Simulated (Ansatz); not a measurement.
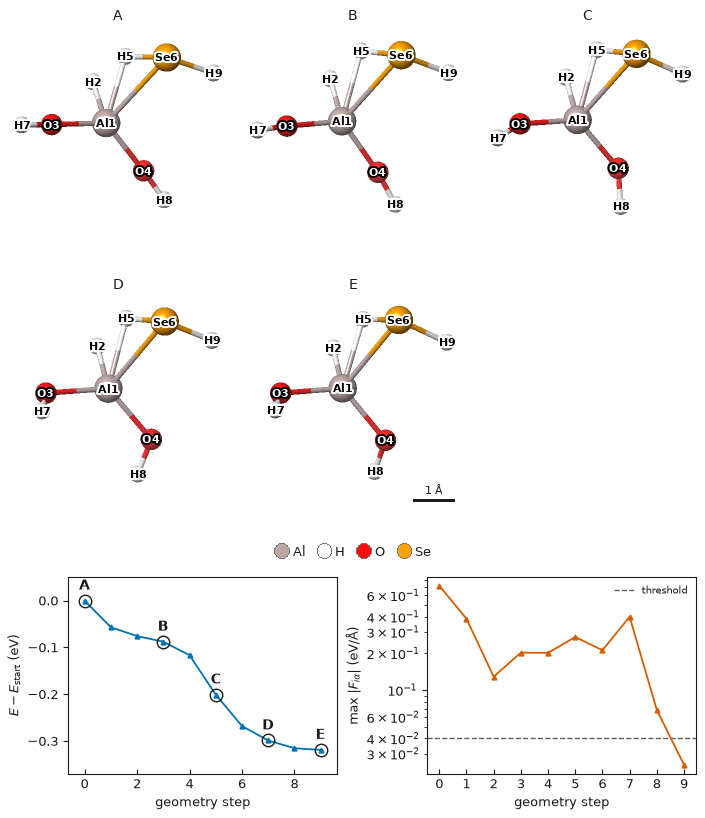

Frames of a constrained relaxation of AlH$_{5}$SeO$_{2}$, marked on the history of the run. Style: ball-and-stick. Shown at a tilt.

The reaction that was planned forms Al1–Se6, H2–H5 and breaks Al1–H2, H5–Se6 (atoms numbered from 1 in input order).

These are results of Ansatz 0.2.0, RKS PBE0-D4/def2-SVP, not measurements.

The input:
```yaml
crystal:
  periodic: [false, false, false]
  atoms:
    - {symbol: Al, position_ang: [-0.261600, 0.043800, -0.360300]}
    - {symbol: H, position_ang: [0.715100, -1.152400, -0.939900]}
    - {symbol: O, position_ang: [-0.248700, 1.226200, -1.494200]}
    - {symbol: O, position_ang: [-1.483800, -0.723400, 0.418600]}
    - {symbol: H, position_ang: [1.364200, -0.602500, 0.005500]}
    - {symbol: Se, position_ang: [1.391800, 0.685100, 1.327600]}
    - {symbol: H, position_ang: [-0.222100, 1.942200, -2.107700]}
    - {symbol: H, position_ang: [-2.219500, -1.128600, 0.848000]}
    - {symbol: H, position_ang: [0.964700, -0.290200, 2.302300]}
basis:
  gaussian: {orbitals: def2-SVP}
hamiltonian: {xc: pbe0, dispersion: d4}
relax: {f_tol: 0.04, max_steps: 150, escape_saddle: false, constraints: [{distance: [0, 5]}, {distance: [1, 4]}, {distance: [0, 1]}, {distance: [4, 5]}]}
```

Run as
```bash
ansatz run in.yaml --threads 4 --pin off --events-out ev --progress --plain --max-ram 9574MiB
```

Q: Describe the path.

A: The largest moves after the best rigid fit, 0.62 Å, are those of H7 and H8. Largest moves by element: H 0.62 Å, O 0.29 Å, Se 0.18 Å, Al 0.11 Å. Near-neighbour distances that change, for instance: Al1–O3 1.638 → 1.710 Å, Al1–H5 1.787 → 1.858 Å, Se6–H9 1.443 → 1.472 Å, O3–H7 0.943 → 0.959 Å. Bond angles that change, for instance: Al1–O3–H7 176.6° → 122.7°, H2–Al1–O4 105.6° → 112.2°, O3–Al1–O4 132.2° → 126.7°. After 9 geometry steps the energy has fallen by 0.319 eV. Largest force component: 0.72 eV/Å at the start, 0.024 eV/Å at the end. Cost: 15 s on 4 threads of Arm Neoverse V2, with other jobs on the host. From step 0 to 3: H8 moves most (0.16 Å), energy −0.088 eV. From step 3 to 5: H8 moves most (0.29 Å), energy −0.113 eV. From step 5 to 7: H7 moves most (0.37 Å), energy −0.098 eV. From step 7 to 9: H8 moves most (0.17 Å), energy −0.020 eV.

```csv
step,"E − E(0), eV","largest force component, eV/Å"
0,0.0000,0.7219
1,-0.0567,0.3862
2,-0.0757,0.1290
3,-0.0877,0.2033
4,-0.1166,0.2024
5,-0.2008,0.2733
6,-0.2679,0.2127
7,-0.2987,0.4006
8,-0.3153,0.0686
9,-0.3190,0.0243
```
